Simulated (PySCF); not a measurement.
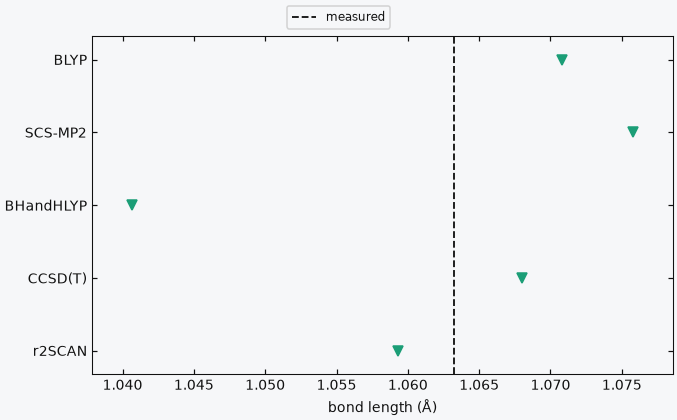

Bond length of NO⁺, singlet at several levels, def2-TZVPPD (non-relativistic), PySCF 2.14.0, no spin-orbit coupling, from fits to the bond curves (references: RHF and UKS, as the method has it). The measured value is Huber and Herzberg's. Correlated wave-function values are in the same finite basis, not at its limit.

Which level comes closest to the line (measured), and which misses most?

Closest r2SCAN (1.059 Å), against 1.063 Å; farthest BHandHLYP (1.041 Å).

Give the values.

```
    level      Å  less measured
     BLYP  1.071          0.008
  SCS-MP2  1.076          0.013
BHandHLYP  1.041         −0.023
  CCSD(T)  1.068          0.005
   r2SCAN  1.059         −0.004
 measured  1.063          0.000
```
